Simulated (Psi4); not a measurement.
# C2H4B (SMILES B[C]=C): UCCSD(T)/6-31G(d) (density fitting with def2-universal-jkfit, spherical functions, sweep point 3)

Aim: the vertical doublet–quartet gap of C2H4B at UCCSD(T)/6-31G* (density fitting with def2-universal-jkfit, spherical functions, sweep point 3), from 2 runs. 

The results are computed with Psi4 1.11.

2 further runs of the same task are left out: 2 set aside as unsound or not needed.

## 1. Starting point

The species is C2H4B (7 atoms), meant as a doublet with charge 0. As SMILES, `B[C]=C`. The coordinates come from a GFN2-xTB relaxation.

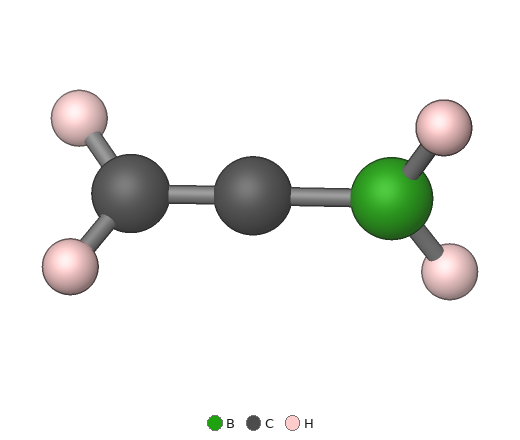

Viewed from a chosen angle; boron green, carbon dark grey, hydrogen pink.

## 2. A single-point energy at UCCSD(T)/6-31G(d) (density fitting with def2-universal-jkfit, spherical functions, sweep point 3)

The input, c2h4b.in:

```
memory 1600 MB

molecule molecule1 {
  0 2
  B     -1.075830     0.425360    -0.773780
  C      0.057000    -0.020470     0.039540
  C      1.051750    -0.415380     0.756660
  H     -2.062370    -0.207830    -0.792290
  H     -0.989160     1.411380    -1.402080
  H      1.668510    -1.268180     0.495290
  H      1.350100     0.075110     1.676660
  units angstrom
  symmetry c1
}

set {
  basis 6-31G*
  reference uhf
  puream true
  scf_type df
  num_frozen_docc 3
  df_basis_scf def2-universal-jkfit
  maxiter 150
}

energy('ccsd(t)')
```

On the command line:

```console
$ psi4 c2h4b.in c2h4b.out -n 1
```

c2h4b.out:

```text
[...]
  Running in c1 symmetry.
[...]
  Nuclear repulsion =   51.996406147714772
[...]
  Multiplicity = 2
[...]
  Nalpha       = 11
  Nbeta        = 10
[...]
    Number of basis functions: 50
[...]
   @DF-UHF iter   1:  -102.59707975464218   -9.84949e-01   4.64139e-03 DIIS/ADIIS
[...]
   @DF-UHF iter  19:  -102.66061497882976   -1.27898e-12   3.86783e-09 DIIS
[...]
   @S^2 Observed:                8.660684155E-01
[...]
    Orbital Energies [Eh]
    ---------------------
    Alpha Occupied:
       1A    -11.254918     2A    -11.229224     3A     -7.588862
       4A     -1.060010     5A     -0.828304     6A     -0.679972
       7A     -0.621199     8A     -0.556548     9A     -0.526098
      10A     -0.394738    11A     -0.365300
    Alpha Virtual:
      12A      0.128279    13A      0.185242    14A      0.272839
      15A      0.317516    16A      0.348280    17A      0.349552
      18A      0.437530    19A      0.480257    20A      0.580165
      21A      0.592474    22A      0.633516    23A      0.643339
      24A      0.818658    25A      0.840289    26A      0.893414
[...]
  @DF-UHF Final Energy:  -102.66061497882976
   => Energetics <=
    Nuclear Repulsion Energy =             51.9964061477147723
    One-Electron Energy =                -239.6452987826943968
    Two-Electron Energy =                  84.9882776561498758
    Total Energy =                       -102.6606149788297557
  UHF NO Occupations:
  HONO-2 :    9  A 1.9972186
  HONO-1 :   10  A 1.9460480
[...]
 Multipole Moments:
 ------------------------------------------------------------------------------------
     Multipole            Electronic (a.u.)      Nuclear  (a.u.)        Total (a.u.)
 ------------------------------------------------------------------------------------
 L = 1.  Multiply by 2.5417464519 to convert [e a0] to [Debye]
 Dipole X            :         -0.5508630            0.8928541            0.3419911
 Dipole Y            :          0.2222962           -0.3573804           -0.1350842
 Dipole Z            :         -0.3979115            0.6443451            0.2464336
 Magnitude           :                                                    0.4426457
[...]
      * MP2 total energy                      = -102.950770620212865
[...]
      * CCSD total energy                     = -102.994557805443748
[...]
      * CCSD(T) total energy                     = -103.006047785814559
[...]
```

It took 10 s on 1 thread of Intel Xeon Platinum 8488C (Sapphire Rapids), shared host; peak memory 0.23 GiB.

## 3. The quartet, same level

The input, job.inp:

```
memory 1.6 GB

molecule system {
  0 4
  B     -1.075830     0.425360    -0.773780
  C      0.057000    -0.020470     0.039540
  C      1.051750    -0.415380     0.756660
  H     -2.062370    -0.207830    -0.792290
  H     -0.989160     1.411380    -1.402080
  H      1.668510    -1.268180     0.495290
  H      1.350100     0.075110     1.676660
  units angstrom
  symmetry c1
}

set {
  basis           6-31G*
  reference       uhf
  puream          true
  scf_type        df
  num_frozen_docc 3
  df_basis_scf    def2-universal-jkfit
  maxiter         150
}

result, w = energy("ccsd(t)", return_wfn=True)
```

On the command line:

```console
$ psi4 -n 1 job.inp job.out
```

job.out:

```text
[...]
  Running in c1 symmetry.
[...]
  Nuclear repulsion =   51.996406147714772
[...]
  Multiplicity = 4
[...]
  Nalpha       = 12
  Nbeta        = 9
[...]
    Number of basis functions: 50
[...]
   @DF-UHF iter   1:  -102.40049864876690   -7.88368e-01   5.31301e-03 DIIS/ADIIS
[...]
   @DF-UHF iter  16:  -102.52532071891045   -5.11591e-12   5.46263e-09 DIIS
[...]
   @S^2 Observed:                3.771545140E+00
[...]
    Orbital Energies [Eh]
    ---------------------
    Alpha Occupied:
       1A    -11.243969     2A    -11.238487     3A     -7.578694
       4A     -1.122899     5A     -0.856379     6A     -0.693566
       7A     -0.644357     8A     -0.583251     9A     -0.557395
      10A     -0.479714    11A     -0.378989    12A     -0.237832
    Alpha Virtual:
      13A      0.145564    14A      0.253239    15A      0.323227
      16A      0.337260    17A      0.350130    18A      0.425450
      19A      0.463659    20A      0.570111    21A      0.589017
      22A      0.639731    23A      0.642513    24A      0.743376
      25A      0.813382    26A      0.854723    27A      0.929997
[...]
  @DF-UHF Final Energy:  -102.52532071891045
   => Energetics <=
    Nuclear Repulsion Energy =             51.9964061477147723
    One-Electron Energy =                -239.4595342849976873
    Two-Electron Energy =                  84.9378074183724721
    Total Energy =                       -102.5253207189104501
  UHF NO Occupations:
  HONO-2 :   10  A 1.0000000
  HONO-1 :   11  A 1.0000000
[...]
 Multipole Moments:
 ------------------------------------------------------------------------------------
     Multipole            Electronic (a.u.)      Nuclear  (a.u.)        Total (a.u.)
 ------------------------------------------------------------------------------------
 L = 1.  Multiply by 2.5417464519 to convert [e a0] to [Debye]
 Dipole X            :         -0.3851290            0.8928541            0.5077251
 Dipole Y            :          0.1569908           -0.3573804           -0.2003897
 Dipole Z            :         -0.2788760            0.6443451            0.3654691
 Magnitude           :                                                    0.6568930
[...]
      * MP2 total energy                      = -102.778495248803495
[...]
      * CCSD total energy                     = -102.823193245851400
[...]
      * CCSD(T) total energy                     = -102.830832242747405
[...]
```

It took 10 s on 1 thread of Intel Xeon Platinum 8488C (Sapphire Rapids), shared host; peak memory 0.24 GiB.

## 4. Summary of results

Level: UCCSD(T)/6-31G* (density fitting with def2-universal-jkfit, spherical functions, sweep point 3), 3 core orbitals frozen.

| quantity | value |
| --- | --- |
| doublet: total energy | -103.00605 Eh |
| doublet: HOMO energy (Hartree–Fock orbitals) (highest over α and β) | -9.94 eV |
| doublet: LUMO energy (Hartree–Fock orbitals) (lowest over α and β) | 1.34 eV |
| doublet: correlation energy (3 core orbitals frozen) | -345.4 mEh |
| doublet: (T) correction | -11.49 mEh |
| doublet: ⟨S²⟩ of the reference determinant | 0.866 |
| doublet: T1 diagnostic | 0.048 |
| quartet: total energy | -102.83083 Eh |
| quartet: HOMO energy (Hartree–Fock orbitals) (highest over α and β) | -6.47 eV |
| quartet: LUMO energy (Hartree–Fock orbitals) (lowest over α and β) | 0.98 eV |
| quartet: correlation energy (3 core orbitals frozen) | -305.5 mEh |
| quartet: (T) correction | -7.64 mEh |
| quartet: ⟨S²⟩ of the reference determinant | 3.772 |
| quartet: T1 diagnostic | 0.036 |
| vertical energy of the quartet above the doublet | 4.768 eV |

What this shows: At this shape the quartet lies 4.77 eV (460 kJ/mol) above the doublet. ⟨S²⟩ (doublet) is 0.87 where a pure doublet has 0.75: the reference is spin-contaminated. The T1 diagnostic (doublet) of 0.048 is above the customary mark for such species, so a single reference may not serve. The triples (doublet) make up 3.3 % of the correlation energy. The triples (quartet) make up 2.5 % of the correlation energy.
